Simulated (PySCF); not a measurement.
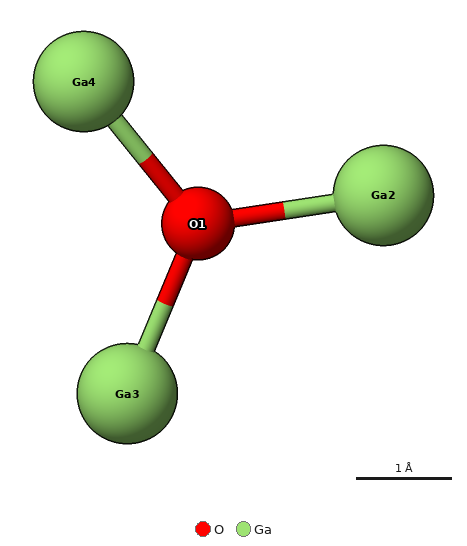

Fig. 1: The input geometry (ball-and-stick view, seen at a tilt; atoms are numbered from 1 in the order of the input). Sticks mark near contacts. Bond lengths as drawn: Ga–O 1.98 Å.

Frequency calculation, with input and output: Ga3O (charge +1)

The run: frequency calculation of Ga3O, charge +1. Method and program: RKS-based PBE0, O def2-SVP, Ga def2-SVP; non-relativistic Hamiltonian; density fitting (PySCF 2.14.0).

## Input
```python
from pyscf import gto, scf, dft
mol = gto.M(atom='''
O      0.000000     0.000000    -0.000000
Ga     0.000503     0.000000     1.981145
Ga     1.715470     0.000000    -0.991008
Ga    -1.715973     0.000000    -0.990137''',
    basis={'O': 'def2-SVP', 'Ga': 'def2-SVP'},
    charge=1, spin=0)
mf = dft.RKS(mol, xc='PBE0')
mf.grids.atom_grid = (75, 302)
aux = {'O': 'def2-universal-JKFIT', 'Ga': 'def2-universal-JKFIT'}
mf = mf.density_fit(auxbasis=aux)
mf.conv_tol = 1e-09
mf.diis_space = 10
mf.max_cycle = 60
mf.verbose = 4
mf.kernel()
```

The script is an equivalent of the set-up of the self-consistent field. The run itself was carried out by a driver, which started from the orbitals of the step before it where there was one and computed the further properties.

Run on 2 threads of Intel Xeon (Granite Rapids), 96 GiB of memory available, shared host.

Command:
```bash
OMP_NUM_THREADS=2 python axn.py task.json out
```

## What the program printed
```
init E= -5848.02303576925
  HOMO = -0.428101733827535  LUMO = -0.232229664141209  gap/eV = 5.32995
cycle= 1 E= -5848.02303576925  delta_E= 3.64e-12  |g|= 3.91e-06  |ddm|= 3.94e-06
  HOMO = -0.428101824055459  LUMO = -0.232229776816023  gap/eV = 5.32995
Extra cycle  E= -5848.02303576925  delta_E= -9.09e-13  |g|= 5.12e-06  |ddm|= 4.87e-06
converged SCF energy = -5848.02303576925
```

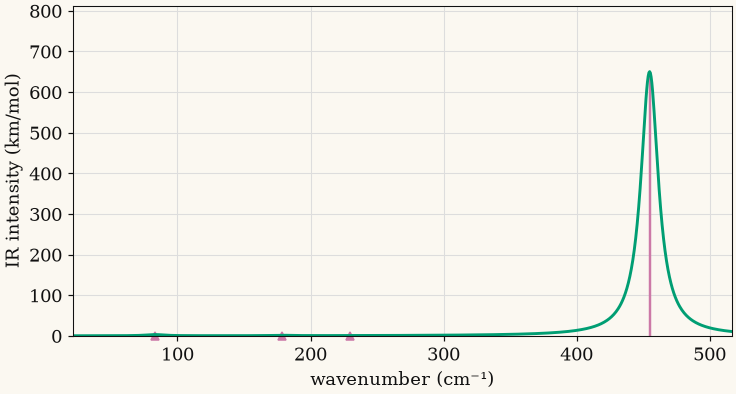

Fig. 2: Harmonic infrared spectrum, unscaled: sticks (degenerate modes added up, dark ones marked on the axis) with a Lorentzian envelope of 16 cm⁻¹ full width, scaled to the tallest stick. 6 modes from 83 to 455 cm⁻¹, none imaginary. The strongest line is at 455 cm⁻¹ (650 km/mol). All modes, in cm⁻¹ (km/mol): 83 (1.5), 83 (1.5), 179 (1.0), 229 (0.0), 455 (325), 455 (325).

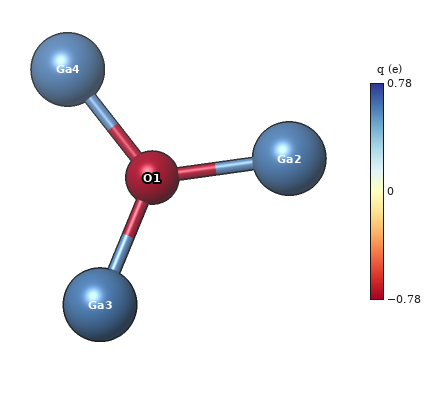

Fig. 3: Mulliken charges, as the colour of each atom (ball-and-stick view, seen on its broad side; atoms are numbered from 1 in the order of the input). By element: O −0.75 and Ga +0.58 e.

## Summary

| quantity | value |
| --- | --- |
| outcome | converged |
| total energy | −5848.023036 hartree |
| HOMO | −11.65 eV |
| LUMO | −6.32 eV |
| zero-point energy | 0.003380 hartree |
| wavenumbers, lowest and highest | 83 and 455 cm⁻¹ |
| wall time | 27 s (CPU time 48 s) |
| peak memory | 1.2 GiB |
